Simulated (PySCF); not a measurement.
# C3H10BN: the cost of one run

Programs: PySCF 2.14.0, with density-fitted response routines of our own. Each step states its level of theory. These are calculated values for one molecule in the gas phase, unless marked as measured. Atoms are numbered from 0 throughout.

## Step 1: The molecule as given

15 atoms, charge 0, multiplicity 1; geometry from: PBE0-D3(BJ)/def2-SVP.

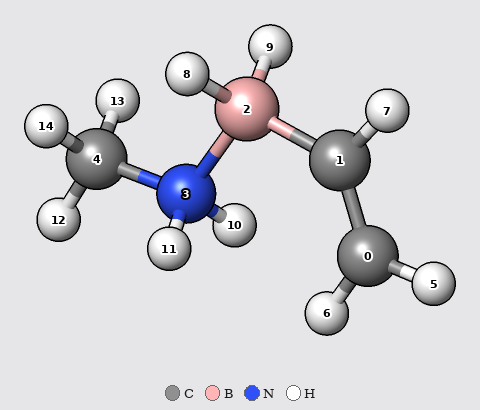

The starting geometry (carbon grey, boron pink, nitrogen blue, hydrogen white), atoms numbered; sticks join atoms by distance.

## Step 2: NMR shieldings: PBE0/6-31G*

Job settings and geometry (Å):

```
{"job": {"kind": "nmr", "xc": "PBE0", "basis": "6-31G*", "pop": true}, "charge": 0, "multiplicity": 1}
C      2.119354    -0.992958     0.018810
C      1.765352     0.226159    -0.413769
B      0.309118     0.845979    -0.571995
N     -0.765920    -0.270582    -0.104582
C     -2.167003     0.150010    -0.163302
H      3.162564    -1.319463     0.091291
H      1.387684    -1.754449     0.329045
H      2.594915     0.891237    -0.695343
H      0.118077     1.815721     0.160658
H      0.019176     1.117459    -1.736134
H     -0.614540    -1.099103    -0.684618
H     -0.513894    -0.554597     0.845250
H     -2.848143    -0.648637     0.165314
H     -2.403797     0.438867    -1.194754
H     -2.294635     1.033533     0.474290
```

With the program's defaults for keys left out, this is: GIAO PBE0/6-31G* NMR shielding, non-relativistic, gas phase.

Started as:

```
$ OMP_NUM_THREADS=1 python probes_run.py task.json out
```

The driver reads the jobs from task.json and runs them one after another.

Q: Estimate the wall time and peak memory of this first job on 1 thread of Arm Neoverse V1, shared host.

About 7.2 s, with a peak of 0.53 GiB.
